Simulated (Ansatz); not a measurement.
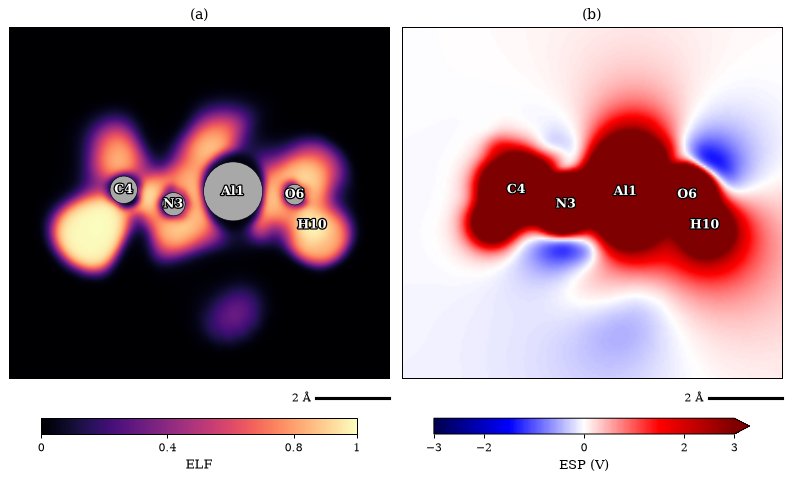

Figure 1: CH$_{4}$AlNO···HCl. (a) ELF; (b) molecular electrostatic potential on the plane of atoms Al1, N3 and C4. Grey discs cover the atomic cores in the ELF map.

All numbers below come from RKS PBE-D4/def2-SVP (Ansatz).

Input file:

```
crystal:
  periodic: [false, false, false]
  atoms:
    - { symbol: Al, position_ang: [-0.8241, -0.7299, -0.656] }
    - { symbol: Cl, position_ang: [0.8424, -0.5079, -2.6418] }
    - { symbol: "N", position_ang: [0.2902, 0.4095, 0.0582] }
    - { symbol: C, position_ang: [0.8233, 1.0083, 1.2541] }
    - { symbol: H, position_ang: [1.0079, 0.2284, -1.0523] }
    - { symbol: O, position_ang: [-2.1433, -1.6867, -0.765] }
    - { symbol: H, position_ang: [1.1846, 2.014, 1.0194] }
    - { symbol: H, position_ang: [0.0463, 1.1016, 2.0151] }
    - { symbol: H, position_ang: [1.651, 0.4321, 1.6798] }
    - { symbol: H, position_ang: [-2.8782, -2.2693, -0.9116] }
basis:
  gaussian: { orbitals: def2-SVP }
hamiltonian:
  xc: pbe
  dispersion: d4
relax:
  f_tol: 0.15
  max_steps: 25
  restrain:
    - { distance: [4, 1], at: 1.33, k: 30.0 }
    - { distance: [0, 1], at: 3.53, k: 30.0 }
    - { distance: [4, 2], at: 2.32, k: 30.0 }
output:
  orbitals: {}
```

Run with:

```sh
ansatz run input.yaml --threads 2 --pin off --max-ram 3072MiB --backend cpu --events-out ev --progress --plain --runs-dir out
```

The fields are those of the run's last geometry, not of the input's.

Describe what can be read from this map.

Answer.
- The section cuts through Al, N, C, O and H sites.
- C–N (1.42 Å): the ELF peaks at about 0.90 between the atoms; localised, covalent bonding.
- Al–N (1.67 Å): the ELF peaks at about 0.80 in the valence shell of N, 0.6 Å from its nucleus, and is about 0.40 at the midpoint.
- Al–O (1.70 Å): the ELF peaks at about 0.85 in the valence shell of O, 0.6 Å from its nucleus, and is about 0.40 at the midpoint.
- O–H (0.97 Å): the ELF climbs to about 1 towards the hydrogen, as it does in any bond to H; a covalent bond by its length.
- The ELF also peaks beside O6 and Al1, away from the bonds: lone-pair regions.
- Outside the dense part of the complex the potential is most negative (−1.4 V) near O6.
